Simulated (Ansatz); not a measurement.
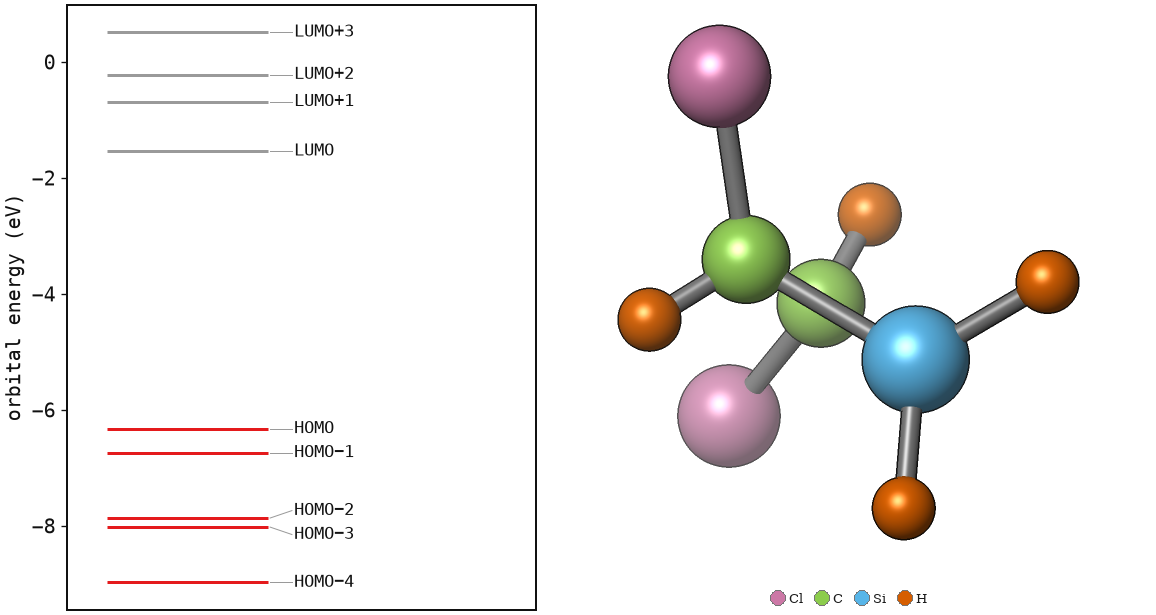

C₂H₄Cl₂Si, SMILES Cl[C@@H]1[SiH2][C@H]1Cl. Kohn-Sham orbital energies near the frontier, r2SCAN/def2-TZVPP, the Ansatz code, at a PBE0-D4/def2-TZVP geometry (no frequency check), isolated molecule; empty levels in grey, levels within 0.03 eV side by side.

Q: Where do the frontier orbitals lie?

A: HOMO at −6.33 eV, LUMO at −1.54 eV, 4.79 eV apart.

Q: How far below the HOMO does the next level lie?

A: 0.41 eV.

Q: List the levels.

A:
| orbital | energy (eV) |
| --- | --- |
| LUMO+3 | 0.51 |
| LUMO+2 | −0.22 |
| LUMO+1 | −0.69 |
| LUMO | −1.54 |
| HOMO | −6.33 |
| HOMO−1 | −6.74 |
| HOMO−2 | −7.87 |
| HOMO−3 | −8.02 |
| HOMO−4 | −8.98 |

Known limits of this run: empty levels above zero depend strongly on the basis.
